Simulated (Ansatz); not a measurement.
## Y2NO2 monolayer: from the cell to its phonons

Wanted: phonon frequencies of Y2NO2 monolayer and what follows from them.

Method: DFT PBEsol, scalar-relativistic, plane waves, PAW, in Ansatz 0.2.0.

## Step 1: The starting structure

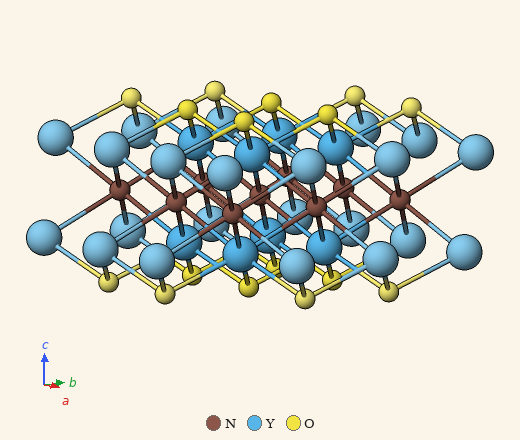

The starting structure, seen slightly off an axis (nitrogen brown, yttrium blue, oxygen yellow). 2×2×1 cells are drawn. Some periodic images of atoms are drawn too.

The cell holds 5 atoms: 1 N, 2 Y and 2 O. Cell: a = 3.600 Å, b = 3.600 Å, c = 20.000 Å, α = 90.0°, β = 90.0°, γ = 120.0°. Vacuum lies along c.

## Step 2: Coarse relaxation

The start is far from rest, so a relaxation with loose tolerances brings it close first.

The program solves this slab on a cell height of its own, 32.6 Å, in place of the one typed.

input.yaml reads:

```yaml
crystal:
  lattice:
    - [3.6, 0.0, 0.0]
    - [-1.8, 3.11769, 0.0]
    - [0.0, 0.0, 20.0]
  atoms:
    - { symbol: "N", position: [0.0, 0.0, 0.5] }
    - { symbol: "Y", position: [0.333333, 0.666667, 0.56] }
    - { symbol: "Y", position: [0.666667, 0.333333, 0.44] }
    - { symbol: O, position: [0.666667, 0.333333, 0.61] }
    - { symbol: O, position: [0.333333, 0.666667, 0.39] }
  periodic: [true, true, false]
kpoints:
  mp_grid: { grid: [6, 6, 1] }
hamiltonian:
  xc: pbesol
scf:
  occupations: { method: gaussian, width: 0.1 }
output:
  forces: true
  stress: true
  eigenvalues: true
relax:
  adjacent_minimum: "off"
  f_tol: 0.05
  max_steps: 80
  cell: { stress_2d_tol: 0.02 }
```

Started as:

```bash
ansatz run input.yaml --threads 8 --pin off --max-ram 14336MiB --backend cpu --events-out ev --progress --plain --runs-dir out
```

Numbers of over 12 decimals in the logs are rounded to 6 here.

What it wrote:

```text
[...]
cell:  # Å, volume = 347.1970 Å³
    - [3.506823, 0.0, 0]
    - [-1.753412, 3.036998, 0]
    - [0, 0, 32.6]
  atoms:
    - { symbol: N, position: [0, 0, 0.306748] }
    - { symbol: Y, position: [0.333333, 0.666667, 0.353016] }
    - { symbol: Y, position: [0.666667, 0.333333, 0.260481] }
    - { symbol: O, position: [0.666667, 0.333333, 0.376444] }
    - { symbol: O, position: [0.333333, 0.666667, 0.237053] }
[key lines of the parts left out:]
SCF converged after 7 iterations
Free energy (F): -9097.035213 eV
Fermi energy:    -6.560452 eV
P = ½ c Tr σ = -0.0003 N/m
```

The job ended after 10 s (8 threads of Arm Neoverse V1, shared host; peak memory 0.74 GiB).

This run has no spin polarisation although its electron count is odd.

Relaxation path:

```
step  energy less that of the first step (eV)  largest force component (eV/Å)  volume (Å³)
   1                                   0.0000                          4.3777       365.89
   2                                  -1.1073                          0.8061       364.36
   3                                  -1.2530                          0.1947       345.10
   4                                  -1.2599                          0.0326       348.02
   5                                  -1.2603                          0.0038       347.68
  6*                                  -1.2520                          0.0039       347.68
   7                                  -1.2524                          0.0060       347.20
  8*                                  -1.2521                          0.0060       347.20
```

Relaxation steps marked * repeat the geometry before them on a plane-wave basis chosen anew for their cell, so energy and pressure can jump there.

Forces are held to the 12 operations that the run works with; a distortion that breaks them can't arise in this run.

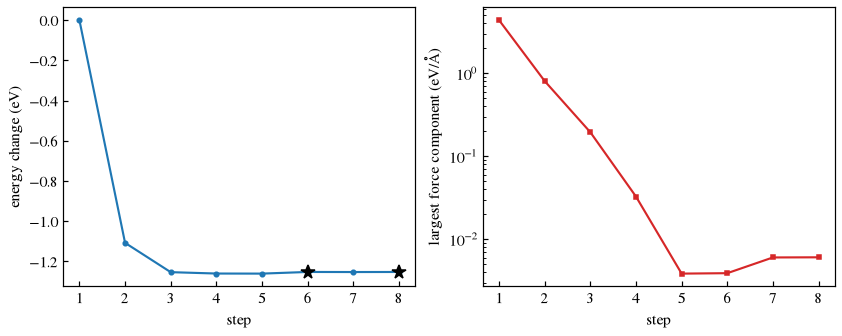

Energy and largest force along the relaxation. Stars mark steps on a basis chosen anew.

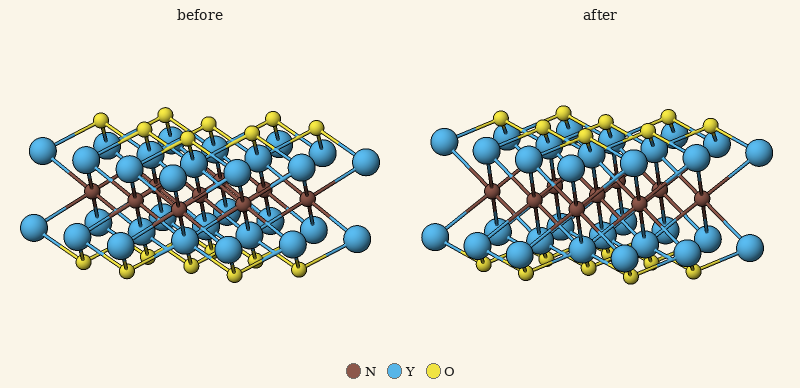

The structure before and after the relaxation, drawn at the same scale.

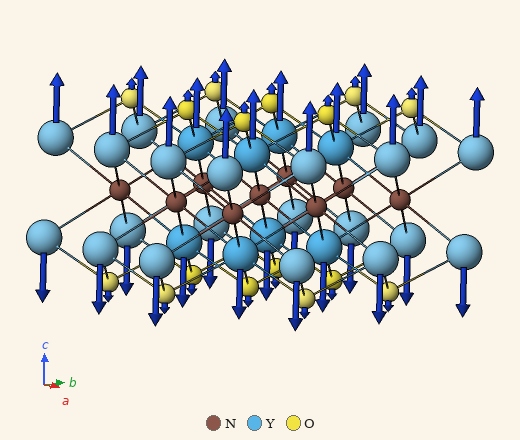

Displacements in the relaxation, exaggerated, measured against the changing cell; the longest in the cell stands for 0.31 Å. 2×2×1 cells are drawn. Some periodic images of atoms are drawn too.

```
cell as run  before  after  change
      a (Å)   3.600  3.507  -2.6 %
      b (Å)   3.600  3.507  -2.6 %
```

The atoms that moved most (Å, along periodic axes as changes of fractional coordinates times the final cell, across vacuum about the mean position):

```
atom     dx     dy      dz  length
  Y3  0.000  0.000  -0.308   0.308
  Y2  0.000  0.000   0.308   0.308
  O4  0.000  0.000   0.072   0.072
  O5  0.000  0.000  -0.072   0.072
```

The relaxed structure:

```xyz
5
Lattice="3.5068 0.0000 0.0000 -1.7534 3.0370 0.0000 0.0000 0.0000 32.6000" Properties=species:S:1:pos:R:3
N     0.0000    0.0000   10.0000
Y     0.0000    2.0247   11.5083
Y     1.7534    1.0123    8.4917
O     1.7534    1.0123   12.2721
O     0.0000    2.0247    7.7279
```

This step gave:

```
gap on the k-mesh : 0 eV
area per atom     : 2.13 Å²
```

The relaxation ends with a largest force component of 0.0060 eV/Å.

## Step 3: Bringing the structure to rest

The cell and atoms are relaxed, since residual forces and stress would shift the frequencies.

input.yaml reads:

```yaml
crystal:
  lattice:
    - [3.5068232742, 0.0, 0.0]
    - [-1.7534116371, 3.036998042, 0.0]
    - [0.0, 0.0, 32.6]
  atoms:
    - { symbol: "N", position: [0.0, 0.0, 0.3067484663] }
    - { symbol: "Y", position: [0.3333333333, 0.6666666667, 0.3530155789] }
    - { symbol: "Y", position: [0.6666666667, 0.3333333333, 0.2604813536] }
    - { symbol: O, position: [0.6666666667, 0.3333333333, 0.3764436886] }
    - { symbol: O, position: [0.3333333333, 0.6666666667, 0.2370532439] }
  periodic: [true, true, false]
kpoints:
  mp_grid: { grid: [12, 12, 1] }
hamiltonian:
  xc: pbesol
scf:
  occupations: { method: gaussian, width: 0.1 }
output:
  forces: true
  stress: true
  eigenvalues: true
  write_density: true
  write_potential: true
  elf: true
  volumetric_format: npy
relax:
  adjacent_minimum: "off"
  f_tol: 0.005
  max_steps: 80
  cell: { stress_2d_tol: 0.02 }
```

What it wrote:

```text
[...]
Crystal: 5 atoms, lattice volume = 347.197 Å³
Basis set: ecut = 420 eV, 6751 PW (Γ), exchange–correlation on 48×48×450 points (8 copies of the dense FFT grid, shifted against one another)
Bands: 25, of which v1, the nominal top of the filled ones, is band 20 counted from 1 (19 counted from 0)
Symmetry: 12 space group operations
[...]
k-points: 19 of 144
[...]
SCF iter   1: F=—  HF=-9097.068347 eV  |F-HF|=—  |Δ(HF+E_count)|=         —  Δρ=7.35e-3  dr2=1.84e-1  ethr=1.77e-3  ⟨swp⟩=10.7  Hψ=3286  notcnv=0
[...]
SCF iter  10: F=-9097.026316 eV  HF=-9097.026316 eV  |F-HF|=1.06e-9  |Δ(HF+E_count)|=   1.23e-8  Δρ=2.35e-7  dr2=1.51e-10  ethr=1.19e-11  ⟨swp⟩=10.1  Hψ=3898  notcnv=0
SCF 1 converged in 10 iterations: F = -9097.026316 eV  dr2 = 1.51e-10
[...]
relax step   1: F+E_penalty+E_count = -9097.02631624 eV  Δ(F+E_penalty+E_count) = +0.000e0 eV  max|allowed force component| = 2.480e-2 eV/Å  Δτ_max = 0.0000 Å  P = +0.075 N/m  Ω = 347.197 Å³  fix = [c, alpha, beta]  reactions: c +0.000 N/m  (10 SCF iters, dr2 threshold 1.00e-7 eV, accepted)
Crystal: 5 atoms, lattice volume = 348.067 Å³
[...]
SCF iter   7: F=-9097.025770 eV  HF=-9097.025770 eV  |F-HF|=1.90e-7  |Δ(HF+E_count)|=   1.33e-6  Δρ=3.22e-6  dr2=3.25e-8  ethr=9.85e-11  ⟨swp⟩=20.4  Hψ=5448  notcnv=0
SCF 2 converged in 7 iterations: F = -9097.025770 eV  dr2 = 3.25e-8
relax step   2: F+E_penalty+E_count = -9097.02576975 eV  Δ(F+E_penalty+E_count) = +5.465e-4 eV  max|allowed force component| = 2.039e-2 eV/Å  Δτ_max = 0.0139 Å  P = +0.012 N/m  Ω = 348.067 Å³  energy of the carried Pulay correction = -5.349e-4 eV  fix = [c, alpha, beta]  (7 SCF iters, dr2 threshold 3.84e-8 eV, rejected (line search))
Crystal: 5 atoms, lattice volume = 347.703 Å³
[...]
SCF iter  10: F=-9097.026178 eV  HF=-9097.026178 eV  |F-HF|=6.55e-11  |Δ(HF+E_count)|=  3.97e-10  Δρ=3.73e-8  dr2=3.65e-12  ethr=1.00e-12  ⟨swp⟩=12.9  Hψ=3517  notcnv=0
SCF 3 converged in 10 iterations: F = -9097.026178 eV  dr2 = 3.65e-12
relax step   3: F+E_penalty+E_count = -9097.02617837 eV  Δ(F+E_penalty+E_count) = +1.379e-4 eV  max|allowed force component| = 3.685e-3 eV/Å  Δτ_max = 0.0067 Å  P = +0.012 N/m  Ω = 347.703 Å³  energy of the carried Pulay correction = -3.112e-4 eV  fix = [c, alpha, beta]  reactions: c +0.000 N/m  (10 SCF iters, accepted)
[...]
SCF iter   7: F=-9097.026510 eV  HF=-9097.026510 eV  |F-HF|=1.16e-10  |Δ(HF+E_count)|=  2.07e-10  Δρ=2.18e-8  dr2=2.58e-12  ethr=1.00e-12  ⟨swp⟩=13.5  Hψ=3232  notcnv=0
SCF 4 converged in 7 iterations: F = -9097.026510 eV  dr2 = 2.58e-12
relax step   4: F+E_penalty+E_count = -9097.02651022 eV  Δ(F+E_penalty+E_count) = -3.319e-4 eV  max|allowed force component| = 3.682e-3 eV/Å  Δτ_max = 0.0000 Å  P = +0.018 N/m  Ω = 347.703 Å³  fix = [c, alpha, beta]  reactions: c +0.000 N/m  stress off target by 1.81e-2 N/m on what of the cell is left free  SCF on the basis re-selected at this cell (its energy is not comparable with the rows above)  (7 SCF iters)
basis re-selected at this cell: Δ(F+E_penalty+E_count) = -3.319e-4 eV, ΔP = +0.006 N/m vs the last step (what re-selecting the basis moved, of the pressure what is left beyond the Pulay correction that the steps carried, after the strain that the cell walked since its last selection, with what the two solves' SCF thresholds leave and, on support functions, any second-order correction that the steps lacked; it is no m [...]
WARN: The output density's exchange-correlation potential varies sharply where the density is thin. Do not read a vacuum level from v_tot or v_xc, or from such a field of the output density. On a cell that repeats whose density bears no net charge and no dipole along the vacuum's axis use v_es (v_loc + v_h of the components); under efield.dipole_correction with no amplitude use v_es + v_field, which holds any externa [...]
SCF converged after 7 iterations
Free energy (F): -9097.026510 eV
[...]
Internal energy: -9097.007251 eV  (E = F + TS)
E sigma→0 (E₀):  -9097.016881 eV
Entropy (-TS):   -0.019259 eV (-3.852 meV/atom)
Fermi energy:    -6.554817 eV
[...]
--- Forces (eV/Å), atoms counted from 1 ---
  atom   1  N      0.00000000     0.00000000     0.00000000
  atom   2  Y      0.00000000    -0.00000000     0.00368170
  atom   3  Y      0.00000000     0.00000000    -0.00368170
  atom   4  O      0.00000000     0.00000000    -0.00094462
  atom   5  O      0.00000000    -0.00000000     0.00094462
  max |Σ_I F_I| component: 9.25e-18 eV/Å
--- 2D stress c σ (N/m, compression-positive) ---
        0.018107       0.000000      -0.000000
        0.000000       0.018107       0.000000
       -0.000000       0.000000       0.000000
  P = ½ c Tr σ = 0.0181 N/m
--- Band table (eV; the first three rows and the last of 19) ---
  k-point 0: bands = [... 16 lower, -8.2561, -6.7395, -6.0975, -6.0975, -1.8549 (-1.8549°), -1.0591, -1.0591, -1.0558, ... 1 higher]
  k-point 1: bands = [... 16 lower, -8.2282, -6.6394, -6.3428, -6.1806, -1.8031 (-1.8031°), -1.0363, -1.0025, -0.9077, ... 1 higher]
  k-point 2: bands = [... 16 lower, -8.1707, -6.8789, -6.4434, -6.3787, -1.8754, -0.8948 (-0.8948°), -0.7724, -0.5568, ... 1 higher]
  k-point 18: bands = [... 16 lower, -7.9623, -7.5081, -6.9357, -6.9357, -1.5784, -0.6240, -0.6240, -0.5338, ... 1 higher]
  ° read free of the cell's end (the report's vacuum.weakly_bound_levels)
--- Relaxed structure (3 steps of the walk, 2 accepted, 1 SCFs on fresh bases) ---
[...]
cell:  # Å, volume = 347.7031 Å³
    - [3.509378, 0.0, 0]
    - [-1.754689, 3.039211, 0]
    - [0, 0, 32.6]
  atoms:
    - { symbol: N, position: [0, 0, 0.30674846626] }
    - { symbol: Y, position: [0.333333, 0.666667, 0.352940] }
    - { symbol: Y, position: [0.666667, 0.333333, 0.260557] }
    - { symbol: O, position: [0.666667, 0.333333, 0.376239] }
    - { symbol: O, position: [0.333333, 0.666667, 0.237258] }
```

Wall time 10 s (8 threads); peak memory 0.96 GiB; 71 s of CPU time.

Step by step:

```
step  energy less that of the first step (eV)  largest force component (eV/Å)  volume (Å³)
   1                                   0.0000                          0.0248       347.20
   2                                   0.0005                          0.0204       348.07
   3                                   0.0001                          0.0037       347.70
  4*                                  -0.0002                          0.0037       347.70
```

Relaxation steps marked * repeat the geometry before them on a plane-wave basis chosen anew for their cell, so energy and pressure can jump there. Relaxation step 2 was tried and not accepted.

The run keeps the 12 symmetry operations that it works with, so distortions that break them were not tested.

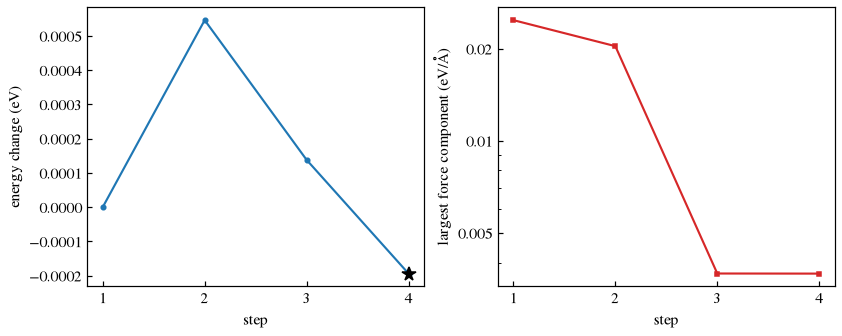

Energy and largest force along the relaxation. Stars mark steps on a basis chosen anew.

```
cell as run  before  after  change
      a (Å)   3.507  3.509  +0.1 %
      b (Å)   3.507  3.509  +0.1 %
```

Final coordinates:

```xyz
5
Lattice="3.5094 0.0000 0.0000 -1.7547 3.0392 0.0000 0.0000 0.0000 32.6000" Properties=species:S:1:pos:R:3
N     0.0000    0.0000   10.0000
Y     0.0000    2.0261   11.5059
Y     1.7547    1.0131    8.4941
O     1.7547    1.0131   12.2654
O     0.0000    2.0261    7.7346
```

This step gave:

- area per atom: 2.133 Å²

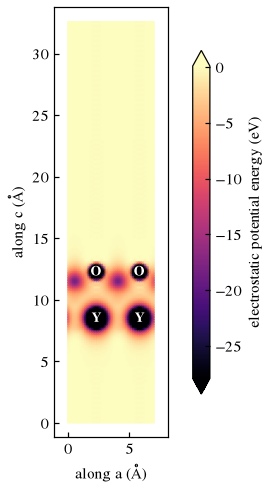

Electrostatic potential energy in the ac plane at fractional y = 0.333, with atoms of Y and O within 0.2 Å of it. With pseudopotentials it is smooth inside the atoms' cores, unlike the true potential.

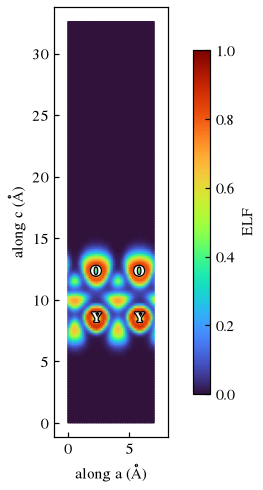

ELF in the ac plane at fractional y = 0.333, with atoms of Y and O within 0.2 Å of it. It is the smooth field of the valence electrons, not physical close to the nuclei.

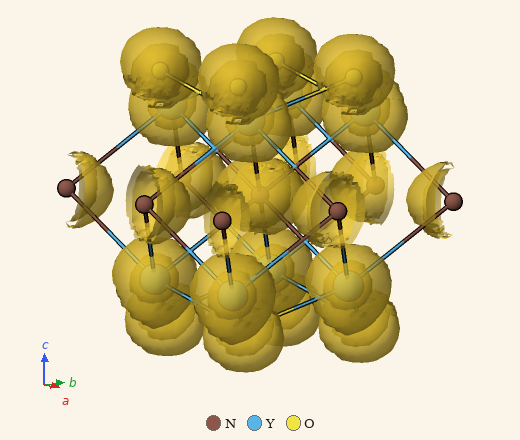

Surface of ELF = 0.8. 2×2×1 cells are drawn.

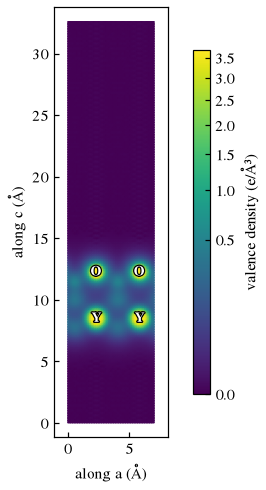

Valence density in the ac plane at fractional y = 0.333, with atoms of Y and O within 0.2 Å of it. It is the smooth field of the valence electrons, not physical close to the nuclei. The colour scale is stretched toward low values.

The cell grew by 0.1 % in its periodic edges. From the first step to the last the energy fell by 0.000 eV, across changes of basis, and the largest move was 0.007 Å (O5 and 1 other atom alike).

## Step 4: Tight relaxation

Phonons need a cell at rest on their own settings, so the relaxation is repeated with tight tolerances on forces and stress on the k mesh and occupations of the first response run.

input.yaml reads:

```yaml
crystal:
  lattice:
    - [3.5093783455, 0.0, 0.0]
    - [-1.7546891728, 3.0392107987, 0.0]
    - [0.0, 0.0, 32.6]
  atoms:
    - { symbol: "N", position: [0.0, 0.0, 0.3067484663] }
    - { symbol: "Y", position: [0.3333333333, 0.6666666667, 0.3529402326] }
    - { symbol: "Y", position: [0.6666666667, 0.3333333333, 0.2605566999] }
    - { symbol: O, position: [0.6666666667, 0.3333333333, 0.37623929] }
    - { symbol: O, position: [0.3333333333, 0.6666666667, 0.2372576425] }
  periodic: [true, true, false]
kpoints:
  mp_grid: { grid: [12, 12, 1] }
hamiltonian:
  xc: pbesol
scf:
  occupations: { method: methfessel_paxton, width: 0.15 }
output:
  forces: true
  stress: true
  eigenvalues: true
relax:
  adjacent_minimum: "off"
  f_tol: 0.001
  max_steps: 60
  cell: { stress_2d_tol: 0.002 }
```

What it wrote:

```text
[...]
Crystal: 5 atoms, lattice volume = 347.703 Å³
Basis set: ecut = 420 eV, 6751 PW (Γ), exchange–correlation on 48×48×450 points (8 copies of the dense FFT grid, shifted against one another)
Bands: 25, of which v1, the nominal top of the filled ones, is band 20 counted from 1 (19 counted from 0)
Symmetry: 12 space group operations
[...]
k-points: 19 of 144
[...]
cell:  # Å, volume = 347.8675 Å³
    - [3.510208, 2.8874270660482392e-11, 0]
    - [-1.755104, 3.039929, 0]
    - [0, 0, 32.6]
  atoms:
    - { symbol: N, position: [0, 0, 0.30674846626] }
    - { symbol: Y, position: [0.333333, 0.666667, 0.352934] }
    - { symbol: Y, position: [0.666667, 0.333333, 0.260563] }
    - { symbol: O, position: [0.666667, 0.333333, 0.376198] }
    - { symbol: O, position: [0.333333, 0.666667, 0.237299] }
[key lines of the parts left out:]
SCF converged after 9 iterations
Free energy (F): -9097.015587 eV
Fermi energy:    -6.557771 eV
P = ½ c Tr σ = 0.0014 N/m
```

It took 10 s on 8 threads; peak memory 0.96 GiB; 74 s of CPU time.

Little changed from the start: no atom moved by 0.005 Å and no cell edge by 0.1 %.

This step gave:

```yaml
area_per_atom: 2.134 Å²
```

The largest force component left is 0.21 meV/Å, within the tolerances set.

[end of part 1 of 3]

[Logs are printed without paths, hosts, clocks, repeated set-up lines and the standing remarks that a program may print on its own settings, such as how far it seeks lower states.]

[Hosts, paths, dates, database ids (printed as entryN), source tags and the programs' standing remarks are cut or masked in the printed files.]
